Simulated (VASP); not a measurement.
Band structure of SiC (relaxed from the WC structure, space group P-6m2). These are r2SCAN meta-GGA, VASP's PBE PAW potentials (set 64) (plane waves; VASP) values and carry that method's errors.

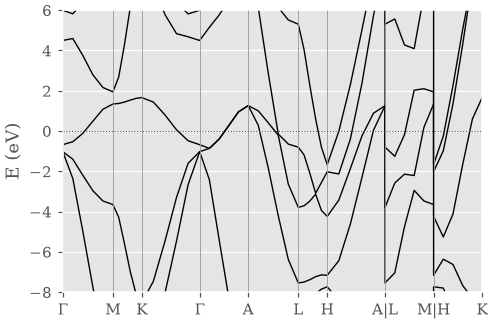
Fig. 1. Bands along high-symmetry lines, zero at the valence-band maximum or, without a gap, the Fermi level

### Question
Read the plot: is there a gap, and where are the band edges?

### Answer
It has no gap at this level: it comes out as a metal or semimetal.

The structure was generated: SiC was put into the WC type (P-6m2), which need not be its known phase. It was relaxed first, which changed the volume by +30 %.
